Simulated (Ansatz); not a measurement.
**H2O (singlet): one geometry, many settings at distance O1–H2 = 1.055 Å**

What do other methods and options give for H2O (singlet) at this geometry, and how long do they take?

Computed with Ansatz 0.2.0, Gaussian basis. Level: the settings change from run to run.

28 further runs of the same task are left out: 1 for a mislabelled method, 21 that didn't finish, 6 set aside as unsound or not needed.

## (1) The geometry

The geometry derives from a PBE0/def2-TZVP stationary point (not a proven minimum). One bond is set to the value named and the two fragments are kept rigid.

3 atoms, charge 0, spin multiplicity 1.

Atoms are counted from 1 here; the program's logs count them from 0.

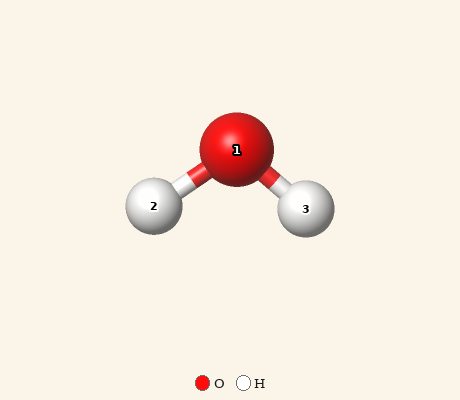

The geometry (oxygen red, hydrogen white); atoms are numbered from 1 in the order of the file.

Coordinates:

```mol
H2O
  3D, bonds by distance, orders not assigned

  3  2  0  0  0  0  0  0  0  0999 V2000
    0.0000   -0.0686    0.0042 O   0  0
    0.0000    0.5732   -0.8331 H   0  0
    0.0000    0.5152    0.7658 H   0  0
  1  2  8  0
  1  3  8  0
M  END
```

## (2) BCCD on RHF/6-31G

The input, in.yaml:

```yaml
crystal:
  periodic: [false, false, false]
  atoms:
    - {symbol: O, position_ang: [0.000000, -0.068568, 0.004239]}
    - {symbol: H, position_ang: [0.000000, 0.573240, -0.833083]}
    - {symbol: H, position_ang: [0.000000, 0.515160, 0.765789]}
basis:
  gaussian: {orbitals: 6-31G}
magnetization: {spin_polarized: false}
correlation: {method: bccd, electrons: valence, diis_vectors: 12}
output: {forces: true}
```

Launch:

```sh
ansatz run in.yaml --threads 1 --pin off --events-out ev --progress --plain --max-ram 2393MiB
```

Log, shortened:

```text
Functional definition: HF
  name "HF"
  cite "Fock, Z. Phys. 61, 126 (1930) doi:10.1007/BF01340294"
  parent pbe
[...]
139 factors; integrals over basis functions are off by at most 3.0e-4 eV
[...]
mean field -2067.40613799 eV, -75.9757742330 hartree, gradient 2.8e-6 eV, S^2 0.000000; 0 other end points of the search recorded, 0 dependent functions left out
1 core orbitals not correlated: weight in the atoms' cores, before any rotation towards them, 1.000 or more for the frozen orbitals, at most 0.000 for the correlated occupied ones
reference -2067.40613799 eV, -75.9757742330 hartree; 4, 4 occupied and 8, 8 virtual orbitals, 139 factors
second order -3.59803126 eV of doubles, -0.00000000 eV of singles
cycle   1  -3.65560736 eV  change   -5.8e-2 eV  update   3.8e-2
[...]
cycle   8  -3.78247581 eV  change    3.0e-6 eV  update   8.2e-6
[...]
Total energy: -2071.18861380 eV, -76.1147776550 hartree
Atom 0 at     0.000000    -0.068568     0.004239 Å, force     0.000000     1.334711    -3.017653 eV/Å
Atom 1 at     0.000000     0.573240    -0.833083 Å, force    -0.000000    -1.812193     2.057958 eV/Å
Atom 2 at     0.000000     0.515160     0.765789 Å, force     0.000000     0.477482     0.959694 eV/Å
Dipole moment:     0.000000     0.520899    -0.000857 e Å
```

Run time: 0.18 s. Hardware: 1 thread of Intel Xeon Platinum 8488C, shared host.

From the report: correlation -3.7825 eV; largest double amplitude 0.05.

## (3) MP2 on RHF/cc-pVTZ

Edit in.yaml of step 2 so:

```diff
@@ -7,5 +7,4 @@
 basis:
-  gaussian: {orbitals: 6-31G}
+  gaussian: {orbitals: cc-pVTZ}
 magnetization: {spin_polarized: false}
-correlation: {method: bccd, electrons: valence, diis_vectors: 12}
-output: {forces: true}
+correlation: {method: mp2, electrons: outside_noble_gas}
```

The command is unchanged.

Log:

```text
Functional definition: HF
  name "HF"
  cite "Fock, Z. Phys. 61, 126 (1930) doi:10.1007/BF01340294"
  parent pbe
  exchange = exact_x
  correlation = 0
341 factors; integrals over basis functions are off by at most 6.8e-4 eV
mean field evaluation 1: about -2067.5279 eV, gradient 3.2e1 eV
mean field evaluation 2: about -2067.5280 eV, gradient 3.2e1 eV
mean field evaluation 4: about -2069.3097 eV, gradient 1.5e0 eV
mean field evaluation 8: about -2069.3187 eV, gradient 4.8e-5 eV
mean field -2069.31871198 eV, -76.0460600307 hartree, gradient 1.1e-6 eV, S^2 0.000000; 0 other end points of the search recorded, 0 dependent functions left out
1 core orbitals not correlated: weight in the atoms' cores, before any rotation towards them, 1.000 or more for the frozen orbitals, at most 0.000 for the correlated occupied ones
reference -2069.31871198 eV, -76.0460600307 hartree; 4, 4 occupied and 53, 53 virtual orbitals, 341 factors
second order -7.21219309 eV of doubles, -0.00000000 eV of singles
Total energy: -2076.53090507 eV, -76.3111032380 hartree
```

Run time: 0.24 s. Hardware: 1 thread of Intel Xeon Platinum 8488C, shared host.

## (4) CISDT/6-31G

Edit in.yaml of step 3 so:

```diff
@@ -7,4 +7,4 @@
 basis:
-  gaussian: {orbitals: cc-pVTZ}
-magnetization: {spin_polarized: false}
-correlation: {method: mp2, electrons: outside_noble_gas}
+  gaussian: {orbitals: 6-31G}
+correlation: {active_space: {ras: {orbitals: [4, 0, 8], electrons: 8, max_holes: 3, max_particles: 3}, fixed_orbitals: true}}
+output: {forces: true}
```

The command is unchanged.

Log, shortened:

```text
Functional definition: HF
  name "HF"
  cite "Fock, Z. Phys. 61, 126 (1930) doi:10.1007/BF01340294"
  parent pbe
[...]
139 factors; integrals over basis functions are off by at most 3.0e-4 eV
[...]
mean field -2067.40613799 eV, -75.9757742330 hartree, gradient 2.8e-6 eV, S^2 0.000000; 0 other end points of the search recorded, 0 dependent functions left out
reference -2067.40613799 eV, -75.9757742330 hartree; 5, 5 occupied and 8, 8 virtual orbitals, 139 factors
state -2071.06736599 eV, -76.1103218804 hartree
[...]
Total energy: -2071.06736599 eV, -76.1103218804 hartree
Atom 0 at     0.000000    -0.068568     0.004239 Å, force    -0.000000     1.460481    -3.011782 eV/Å
Atom 1 at     0.000000     0.573240    -0.833083 Å, force    -0.000000    -1.872210     2.120057 eV/Å
Atom 2 at     0.000000     0.515160     0.765789 Å, force     0.000000     0.411729     0.891726 eV/Å
Dipole moment:    -0.000000     0.520660    -0.000902 e Å
```

Wall time 0.33 s (1 thread of Intel Xeon Platinum 8488C, shared host).

From the report: 6,369 determinants.

## (5) CCSD/x2c-TZVPPall

The input, in.yaml:

```yaml
crystal:
  periodic: [false, false, false]
  atoms:
    - {symbol: O, position_ang: [0.000000, -0.068568, 0.004239]}
    - {symbol: H, position_ang: [0.000000, 0.573240, -0.833083]}
    - {symbol: H, position_ang: [0.000000, 0.515160, 0.765789]}
basis:
  gaussian: {orbitals: x2c-TZVPPall}
magnetization: {spin_polarized: false}
hamiltonian: {xc: {name: PBE}}
correlation: {method: ccsd, electrons: valence}
```

The command is unchanged.

Log, shortened:

```text
Functional definition: PBE
  name "PBE"
  cite "Perdew, Burke & Ernzerhof, Phys. Rev. Lett. 77, 3865 (1996) doi:10.1103/PhysRevLett.77.3865"
  parent pbe
[...]
360 factors; integrals over basis functions are off by at most 7.6e-4 eV
[...]
mean field -2079.70205658 eV, -76.4276409067 hartree, gradient 2.1e-7 eV, S^2 0.000000; 0 other end points of the search recorded, 0 dependent functions left out
1 core orbitals not correlated: weight in the atoms' cores, before any rotation towards them, 1.000 or more for the frozen orbitals, at most 0.000 for the correlated occupied ones
reference -2070.62749405 eV, -76.0941568848 hartree; 4, 4 occupied and 54, 54 virtual orbitals, 360 factors
second order -7.42762848 eV of doubles, -0.19393393 eV of singles
cycle   1  -7.36692012 eV  change    2.5e-1 eV  update   4.7e-2
[...]
cycle   8  -7.55777928 eV  change   -3.0e-6 eV  update   2.9e-6
Total energy: -2078.18527333 eV, -76.3719001504 hartree
Relativity: scalar
```

It took 0.76 s on 1 thread of Intel Xeon Platinum 8488C, shared host.

From the report: correlation -7.5578 eV; T1 0.009; largest double amplitude 0.04. The orbitals are Kohn-Sham ones, so correlation energy and T1 don't compare with those on Hartree-Fock orbitals.

## (6) CCSD on UHF/6-31++G**

The input, in.yaml:

```yaml
crystal:
  periodic: [false, false, false]
  atoms:
    - {symbol: O, position_ang: [0.000000, -0.068568, 0.004239]}
    - {symbol: H, position_ang: [0.000000, 0.573240, -0.833083]}
    - {symbol: H, position_ang: [0.000000, 0.515160, 0.765789]}
basis:
  gaussian: {orbitals: "6-31++G**"}
magnetization: {spin_polarized: true, initial_magnetization: 0}
correlation: {method: ccsd, electrons: all}
output: {forces: true}
```

The command is unchanged.

Log, shortened:

```text
Functional definition: HF
  name "HF"
  cite "Fock, Z. Phys. 61, 126 (1930) doi:10.1007/BF01340294"
  parent pbe
[...]
281 factors; integrals over basis functions are off by at most 8.3e-4 eV
[...]
mean field -2068.61130324 eV, -76.0200632391 hartree, gradient 5.2e-6 eV, S^2 0.000000; 0 other end points of the search recorded, 0 dependent functions left out
reference -2068.61130324 eV, -76.0200632391 hartree; 5, 5 occupied and 26, 26 virtual orbitals, 281 factors
second order -5.69433736 eV of doubles, -0.00000000 eV of singles
cycle   1  -5.73806254 eV  change   -4.4e-2 eV  update   5.1e-2
[...]
cycle  10  -5.89657911 eV  change    1.1e-6 eV  update   1.6e-6
[...]
Total energy: -2074.50788235 eV, -76.2367585245 hartree
Atom 0 at     0.000000    -0.068568     0.004239 Å, force     0.000000     1.937284    -3.075186 eV/Å
Atom 1 at     0.000000     0.573240    -0.833083 Å, force     0.000000    -2.153799     2.982731 eV/Å
Atom 2 at     0.000000     0.515160     0.765789 Å, force    -0.000000     0.216515     0.092455 eV/Å
Dipole moment:    -0.000000     0.463703    -0.011051 e Å
```

Wall time 0.97 s (1 thread of Intel Xeon Platinum 8488C, shared host).

From the report: ⟨S²⟩ of the determinant 0.000 (pure singlet: 0.00); correlation -5.8966 eV; T1 0.011; largest double amplitude 0.04.

## (7) HF/def2-TZVP

Edit in.yaml of step 6 so:

```diff
@@ -7,5 +7,5 @@
 basis:
-  gaussian: {orbitals: "6-31++G**"}
+  gaussian: {orbitals: def2-TZVP}
 magnetization: {spin_polarized: true, initial_magnetization: 0}
-correlation: {method: ccsd, electrons: all}
-output: {forces: true}
+hamiltonian: {xc: hf}
+output: {orbitals: {seedname: orbitals}}
```

Same command.

Log:

```text
Functional definition: HF
  name "HF"
  cite "Fock, Z. Phys. 61, 126 (1930) doi:10.1007/BF01340294"
  parent pbe
  exchange = exact_x
  correlation = 0
270 factors; their error is unknown
mean field evaluation 1: about -2067.5309 eV, gradient 2.3e1 eV
mean field evaluation 2: about -2068.6546 eV, gradient 1.5e1 eV
mean field evaluation 4: about -2069.3523 eV, gradient 2.8e-1 eV
mean field evaluation 8: about -2069.3785 eV, gradient 1.8e-4 eV
mean field -2069.37846664 eV, -76.0482559739 hartree, gradient 1.6e-5 eV, S^2 0.000000; 0 other end points of the search recorded, 0 dependent functions left out
reference -2069.37846664 eV, -76.0482559739 hartree; 5, 5 occupied and 38, 38 virtual orbitals, 270 factors
Total energy: -2069.37846664 eV, -76.0482559739 hartree
```

Run time: 0.09 s. Hardware: 1 thread of Intel Xeon Platinum 8488C, shared host.

From the report: ⟨S²⟩ of the determinant 0.000 (pure singlet: 0.00).

## (8) CCSD(T) on RHF/6-31G

The input, in.yaml:

```yaml
crystal:
  periodic: [false, false, false]
  atoms:
    - {symbol: O, position_ang: [0.000000, -0.068568, 0.004239]}
    - {symbol: H, position_ang: [0.000000, 0.573240, -0.833083]}
    - {symbol: H, position_ang: [0.000000, 0.515160, 0.765789]}
basis:
  gaussian: {orbitals: 6-31G}
magnetization: {spin_polarized: false}
correlation: {method: ccsd_t, electrons: all}
scf: {lower_state_search: off}
```

Launched as before.

Log, shortened:

```text
Functional definition: HF
  name "HF"
  cite "Fock, Z. Phys. 61, 126 (1930) doi:10.1007/BF01340294"
  parent pbe
[...]
139 factors; integrals over basis functions are off by at most 3.0e-4 eV
[...]
mean field -2067.40613799 eV, -75.9757742330 hartree, gradient 2.8e-6 eV, S^2 0.000000; 0 other end points of the search recorded, 0 dependent functions left out
reference -2067.40613799 eV, -75.9757742330 hartree; 5, 5 occupied and 8, 8 virtual orbitals, 139 factors
second order -3.62608585 eV of doubles, -0.00000000 eV of singles
cycle   1  -3.67609612 eV  change   -5.0e-2 eV  update   3.8e-2
[...]
cycle   8  -3.81086765 eV  change    4.9e-7 eV  update   3.6e-6
perturbative correction -0.03203811 eV, -0.0011773789 hartree
Total energy: -2071.24904375 eV, -76.1169984149 hartree
Checks for a lower state left out: stability, starts, cluster_reference, orbital_swaps, neighbouring_geometries, increment
```

It took 0.12 s on 1 thread of Intel Xeon Platinum 8488C, shared host.

From the report: correlation -3.8429 eV; T1 0.007; largest double amplitude 0.05.

## (9) BCCD on UHF/6-31G

Edit in.yaml of step 8 so:

```diff
@@ -7,5 +7,5 @@
 basis:
-  gaussian: {orbitals: 6-31G}
-magnetization: {spin_polarized: false}
-correlation: {method: ccsd_t, electrons: all}
+  gaussian: {orbitals: 6-31G, fitting: {mean_field: def2-universal-jkfit}}
+magnetization: {spin_polarized: true, initial_magnetization: 0}
+correlation: {method: bccd, electrons: outside_noble_gas}
 scf: {lower_state_search: off}
```

Launched as before.

Log, shortened:

```text
Functional definition: HF
  name "HF"
  cite "Fock, Z. Phys. 61, 126 (1930) doi:10.1007/BF01340294"
  parent pbe
[...]
113 factors; integrals over basis functions are off by at most 3.7e-2 eV
[...]
mean field -2067.40576715 eV, -75.9757606048 hartree, gradient 1.6e-6 eV, S^2 0.000000; 0 other end points of the search recorded, 0 dependent functions left out
1 core orbitals not correlated: weight in the atoms' cores, before any rotation towards them, 1.000 or more for the frozen orbitals, at most 0.000 for the correlated occupied ones
reference -2067.40576715 eV, -75.9757606048 hartree; 4, 4 occupied and 8, 8 virtual orbitals, 113 factors
second order -3.59742016 eV of doubles, -0.00000000 eV of singles
cycle   1  -3.65535164 eV  change   -5.8e-2 eV  update   3.8e-2
[...]
cycle   8  -3.78232159 eV  change    4.1e-6 eV  update   8.3e-6
Total energy: -2071.18808874 eV, -76.1147583594 hartree
Checks for a lower state left out: stability, starts, cluster_reference, orbital_swaps, neighbouring_geometries, increment
```

Run time: 0.33 s. Hardware: 1 thread of Intel Xeon Platinum 8488C, shared host.

From the report: ⟨S²⟩ of the determinant 0.000 (pure singlet: 0.00); correlation -3.7823 eV; largest double amplitude 0.05.

## (10) CCSDT(Q)/6-31G

The input, in.yaml:

```yaml
crystal:
  periodic: [false, false, false]
  atoms:
    - {symbol: O, position_ang: [0.000000, -0.068568, 0.004239]}
    - {symbol: H, position_ang: [0.000000, 0.573240, -0.833083]}
    - {symbol: H, position_ang: [0.000000, 0.515160, 0.765789]}
basis:
  gaussian: {orbitals: 6-31G}
magnetization: {spin_polarized: true, initial_magnetization: 0}
hamiltonian: {xc: {name: B3LYP}}
correlation: {method: ccsdt_q, electrons: valence}
```

Same command.

Log, shortened:

```text
Functional definition: B3LYP
  name "B3LYP"
  cite "Stephens, Devlin, Chabalowski & Frisch, J. Phys. Chem. 98, 11623 (1994) doi:10.1021/j100096a001"
  cite "Becke, Phys. Rev. A 38, 3098 (1988) doi:10.1103/PhysRevA.38.3098"
  cite "Lee, Yang & Parr, Phys. Rev. B 37, 785 (1988) doi:10.1103/PhysRevB.37.785"
  cite "Vosko, Wilk & Nusair, Can. J. Phys. 58, 1200 (1980) doi:10.1139/p80-159"
[...]
221 factors; integrals over basis functions are off by at most 2.2e-8 eV
[...]
mean field -2078.43963105 eV, -76.3812476242 hartree, gradient 1.8e-6 eV, S^2 0.000000; 0 other end points of the search recorded, 0 dependent functions left out
1 core orbitals not correlated: weight in the atoms' cores, before any rotation towards them, 1.000 or more for the frozen orbitals, at most 0.000 for the correlated occupied ones
reference -2067.32131569 eV, -75.9726570711 hartree; 4, 4 occupied and 8, 8 virtual orbitals, 221 factors
second order -3.67097759 eV of doubles, -0.06388732 eV of singles
cycle   1  -3.73204862 eV  change   -7.9e-5 eV  update   3.8e-2
[...]
cycle  10  -3.89505860 eV  change    2.5e-7 eV  update   8.9e-7
perturbative correction -0.01420115 eV, -0.0005218828 hartree
Total energy: -2071.23057545 eV, -76.1163197174 hartree
```

Run time: 1.9 s. Hardware: 1 thread of Intel Xeon Platinum 8488C, shared host.

From the report: ⟨S²⟩ of the determinant 0.000 (pure singlet: 0.00); correlation -3.9093 eV; T1 0.007; largest double amplitude 0.05. The orbitals are Kohn-Sham ones, so correlation energy and T1 don't compare with those on Hartree-Fock orbitals.

## (11) All runs side by side

Where basis and cores are those of an earlier FCI/6-31G run (-2071.2402 eV), and the state is the same kind, the miss against it is given.

```tsv
level	correlated	functions	energy (eV)	from FCI (meV)	time
BCCD on RHF/6-31G	valence	13	-2071.1886	51.6	0.18 s
MP2 on RHF/cc-pVTZ	outside noble gas	58	-2076.5309		0.24 s
CISDT/6-31G	outside noble gas	13	-2071.0674	172.8	0.33 s
CCSD/x2c-TZVPPall (on PBE orbitals)	valence	59	-2078.1853		0.76 s
CCSD on UHF/6-31++G**	all	31	-2074.5079		0.97 s
HF/def2-TZVP		43	-2069.3785		0.09 s
CCSD(T) on RHF/6-31G	all	13	-2071.2490		0.12 s
BCCD on UHF/6-31G	outside noble gas	13	-2071.1881	52.1	0.33 s
CCSDT(Q)/6-31G (on B3LYP orbitals)	valence	13	-2071.2306	9.6	1.9 s
```

## (12) Results

```
quantity                                      value
    runs                                          9
quickest                       HF/def2-TZVP, 0.09 s
 slowest  CCSDT(Q)/6-31G (on B3LYP orbitals), 1.9 s
```

In words: Total energies in different bases, with other cores or another treatment of relativity can't be set against each other. CCSDT(Q)/6-31G (on B3LYP orbitals) took 21 times as long as HF/def2-TZVP; the jobs differ in more than the method. Among the correlated runs with a miss given, it spans +10 to +173 meV. Cores frozen from Kohn-Sham orbitals shift the total energy.
